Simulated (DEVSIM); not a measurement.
System: Schottky contact on n-type GaAs, at 400 K.

| layer (left to right) | material | thickness (μm) | Nd (cm⁻³) | τn (s) | τp (s) |
|---|---|---|---|---|---|
| 1 | GaAs | 0.320 | 2.8e16 | 3.6e-9 | 3.6e-9 |

Left contact: Schottky, work function 5.06 eV, emission velocity 1.9e6 cm/s. Right contact: ohmic. Voltage is applied to the left contact. Recombination: SRH at mid-gap, Auger. Mobility is constant in doping.

Constants are typed, rounded textbook-type inputs, not results; the design itself was drawn at random and stands for no fabricated device. Values at 300 K; Nc and Nv go as T^1.5, mobilities as T to minus their exponent, the gap by Varshni's rule with the affinity fixed.

```csv
parameter,GaAs
gap (eV),1.424
affinity (eV),4.07
permittivity,12.9
Nc (cm⁻³),4.7e17
Nv (cm⁻³),9e18
μn (cm²/Vs),8500
μp (cm²/Vs),400
T exponent of μn,2.1
T exponent of μp,2.2
Cn (cm⁶/s),1e-30
Cp (cm⁶/s),1e-30
Varshni α (eV/K),0.000541
Varshni β (K),204
```

Simulated with DEVSIM: 1D drift-diffusion, Boltzmann statistics, complete ionisation; no tunnelling, impact ionisation, image-force lowering or self-heating. Metal contacts follow the ideal Schottky-Mott rule: no Fermi-level pinning, no interface dipoles.

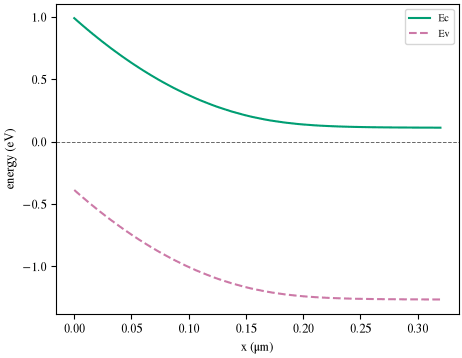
Band edges at zero bias

Energies count from the Fermi level of the right contact; mesh points crowd at the junctions.

```tsv
x (μm)	Ec (eV)	Ev (eV)	n (cm⁻³)	p (cm⁻³)	field (V/cm)
0.000	0.990	-0.387	240000	1.8e14	-81000
0.005364	0.947	-0.430	850000	5.2e13	-79000
0.01174	0.897	-0.480	3600000	1.2e13	-77000
0.01770	0.852	-0.525	1.3e7	3.3e12	-74000
0.03032	0.761	-0.616	1.9e8	2.4e11	-69000
0.04140	0.687	-0.691	1.6e9	2.8e10	-65000
0.05176	0.621	-0.756	1.1e10	4.1e9	-61000
0.07370	0.497	-0.881	4.0e11	1.1e8	-52000
0.08884	0.422	-0.955	3.5e12	1.3e7	-47000
0.1110	0.329	-1.049	5.2e13	850000	-38000
0.1373	0.243	-1.135	6.3e14	70000	-28000
0.1726	0.168	-1.209	5.5e15	8100	-15000
0.2005	0.137	-1.240	1.3e16	3300	-7600
0.2240	0.124	-1.253	2.0e16	2300	-3900
0.2473	0.118	-1.260	2.4e16	1900	-1900
0.2633	0.115	-1.262	2.5e16	1700	-1200
0.2768	0.114	-1.263	2.6e16	1700	-760
0.2882	0.113	-1.264	2.7e16	1600	-550
0.2995	0.113	-1.264	2.7e16	1600	-420
0.3072	0.113	-1.265	2.8e16	1600	-370
0.3138	0.112	-1.265	2.8e16	1600	-350
0.3200	0.112	-1.265	2.8e16	1600	-340
```
